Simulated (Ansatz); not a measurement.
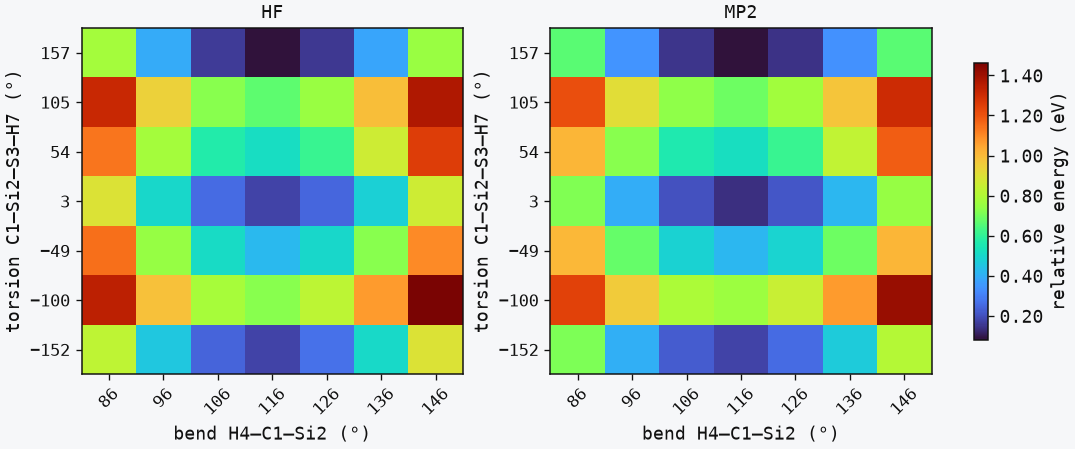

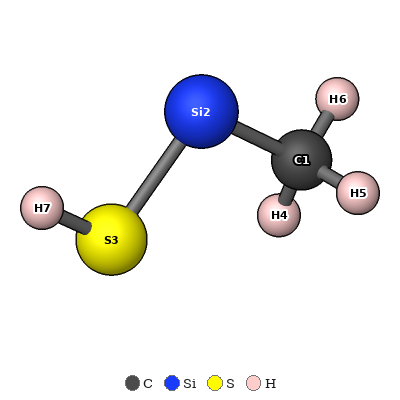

Energy landscape of CH₄SSi, SMILES C[Si]S over the bend H4–C1–Si2 and the torsion C1–Si2–S3–H7. Method named on the plot, def2-TZVPP, the Ansatz code, cores frozen in correlated methods. A bend and then a torsion are set rigidly from the minimum (PBE0-D4/def2-TZVP); energies less that of the minimum; in a bend the first-named atom and what hangs on it turn. The map is drawn from 7 × 7 computed points.

### Where do the two surfaces differ most?

At 86° and 3°: HF 0.89, MP2 0.71 eV.

### Give the energies on the grid for HF.

In eV; across: bend H4–C1–Si2 (°), down: torsion C1–Si2–S3–H7 (°).
```csv
,86,96,106,116,126,136,146
−152,0.83,0.46,0.24,0.18,0.27,0.51,0.89
−100,1.34,0.98,0.78,0.73,0.82,1.07,1.46
−49,1.15,0.75,0.51,0.43,0.50,0.73,1.10
3,0.89,0.50,0.26,0.17,0.25,0.48,0.86
54,1.14,0.78,0.57,0.52,0.62,0.86,1.26
105,1.31,0.94,0.73,0.67,0.75,0.99,1.37
157,0.78,0.39,0.16,0.08,0.16,0.38,0.75
```

Note: restricted reference unstable towards unrestricted.
